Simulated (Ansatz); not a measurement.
The starting structures come from a database of crystals and need not be the phases stable at ambient conditions.

 Where the default PAW files enter, the runs use the earlier of Ansatz's two default sets.

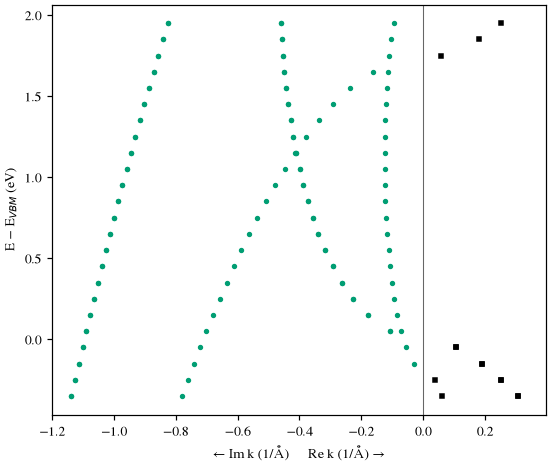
Fig. 1. Complex bands at the centre of the two-dimensional zone; Ansatz (a first-principles code) with r2SCAN

The gap is the functional's own, uncorrected, and κ follows it; spin-orbit coupling is left out. Mid-gap values are interpolated between the computed energies.

Question: This is GaP (P6_3mc, wurtzite, not sure to be the ambient phase, 4 atoms a cell, 20.2 Å³ an atom) along the normal of (001). Read off the slowest decay at the centre of the two-dimensional zone at 0.85 eV, the computed energy nearest the middle of the gap.

Answer: κ ≈ 0.12 1/Å, a decay length 1/(2κ) of the density of 4.1 Å.
